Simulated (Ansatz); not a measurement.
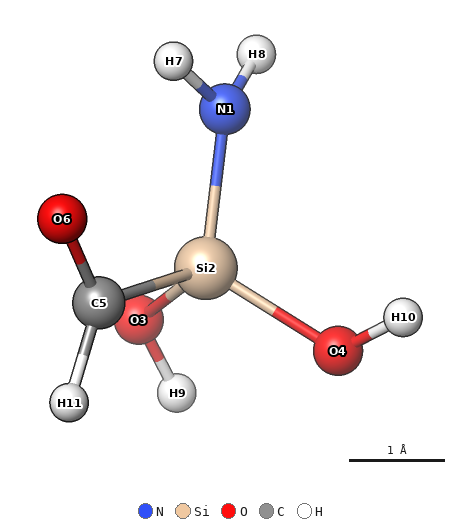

Figure 1. The structure (ball-and-stick view, seen at a tilt; atoms are numbered from 1 in the order of the input). Bond lengths as drawn: C–H 1.12 Å, C–O 1.21 Å, C–Si 1.92 Å, H–N 1.00 to 1.01 Å, H–O 0.96 Å, N–Si 1.69 Å and O–Si 1.64 Å.

## Two runs on CH5NO3Si

System: CH5NO3Si, SMILES N[Si](O)(O)C=O.
Method of run 1: RKS PBE-QIDH (frozen core)/def2-TZVPP (Ansatz 0.2.0).

The geometry comes from this level: PBE0-D4/def2-TZVP. Text and figures count atoms from 1; the logs count them from 0 in places.

### The input, run 1
```yaml
crystal:
  periodic: [false, false, false]
  atoms:
    - {symbol: N, position_ang: [-0.145526, -0.356055, -1.526100]}
    - {symbol: Si, position_ang: [0.193041, -0.271886, 0.124042]}
    - {symbol: O, position_ang: [-0.132689, -1.638538, 0.961397]}
    - {symbol: O, position_ang: [1.761983, 0.055245, 0.494510]}
    - {symbol: C, position_ang: [-0.943979, 1.150452, 0.721295]}
    - {symbol: O, position_ang: [-1.671584, 1.742074, -0.043378]}
    - {symbol: H, position_ang: [-0.896977, 0.215373, -1.880089]}
    - {symbol: H, position_ang: [0.083036, -1.130768, -2.123593]}
    - {symbol: H, position_ang: [0.532771, -1.921023, 1.591273]}
    - {symbol: H, position_ang: [2.226616, 0.649494, -0.096735]}
    - {symbol: H, position_ang: [-0.941490, 1.448635, 1.797979]}
basis:
  gaussian: {orbitals: def2-TZVPP}
hamiltonian: {xc: {name: PBE-QIDH}}
```

Hardware: 4 threads of Oxide Virtual Turin-like, 27 GiB of memory available, shared host.

### Output (run 1)
```
Functional definition: PBE-QIDH
  parameter a = 3^(-1/3)
  parameter c = 1/3
  exchange = (1 - a)*pbe_x + a*exact_x
  correlation = (1 - c)*pbe_c + c*(mp2_os + mp2_ss)
1629 factors; integrals over basis functions are off by at most 9.9e-4 eV
mean field evaluation 1: about -16597.7363 eV, gradient 7.1e1 eV
mean field evaluation 2: about -16597.9713 eV, gradient 7.1e1 eV
mean field evaluation 4: about -16606.0989 eV, gradient 7.5e0 eV
mean field evaluation 8: about -16606.2319 eV, gradient 5.9e-1 eV
mean field evaluation 16: about -16606.2329 eV, gradient 4.9e-4 eV
mean field -16606.23292958 eV, -610.2678040529 hartree, gradient 5.6e-6 eV, S^2 0.000000; 0 other end points of the search recorded, 0 dependent functions left out
10 core orbitals not correlated: weight in the atoms' cores, before any rotation towards them, 1.000 or more for the frozen orbitals, at most 0.000 for the correlated occupied ones
reference -16606.23294166 eV, -610.2678044969 hartree; 18, 18 occupied and 239, 239 virtual orbitals, 1629 factors
second order -36.30785040 eV of doubles, -0.00000000 eV of singles
Total energy: -16618.33555846 eV, -610.7125674608 hartree
```

The input of run 2 differs as follows (lines with − go, lines with + come):
```diff
-hamiltonian: {xc: {name: PBE-QIDH}}
+hamiltonian: {xc: {name: B2PLYP}}
```

How does run 2 compare with run 1?

The total energies belong to different methods, so their difference says nothing on which is more stable or more accurate. The functional changes from PBE-QIDH to B2PLYP.

### Output (run 2)
```
Functional definition: B2PLYP
  parameter a = 0.53
  parameter c = 0.27
  exchange = (1 - a)*b88_x + a*exact_x
  correlation = (1 - c)*lyp_c + c*(mp2_os + mp2_ss)
1629 factors; integrals over basis functions are off by at most 9.9e-4 eV
mean field evaluation 1: about -16604.0525 eV, gradient 8.1e1 eV
mean field evaluation 2: about -16604.2386 eV, gradient 8.1e1 eV
mean field evaluation 4: about -16614.7589 eV, gradient 1.1e1 eV
mean field evaluation 8: about -16614.9886 eV, gradient 9.0e-1 eV
mean field evaluation 16: about -16614.9903 eV, gradient 3.0e-4 eV
mean field -16614.99030251 eV, -610.5896315722 hartree, gradient 9.3e-6 eV, S^2 0.000000; 0 other end points of the search recorded, 0 dependent functions left out
10 core orbitals not correlated: weight in the atoms' cores, before any rotation towards them, 1.000 or more for the frozen orbitals, at most 0.000 for the correlated occupied ones
reference -16614.99047122 eV, -610.5896377723 hartree; 18, 18 occupied and 239, 239 virtual orbitals, 1629 factors
second order -39.09971746 eV of doubles, -0.00000000 eV of singles
Total energy: -16625.54739493 eV, -610.9775975630 hartree
```

### The two runs side by side

```csv
quantity,run 1,run 2
outcome,converged,converged
total energy (hartree),−610.712567,−610.977598
basis functions,267,267
wall time (shared host),7 s,6 s
```
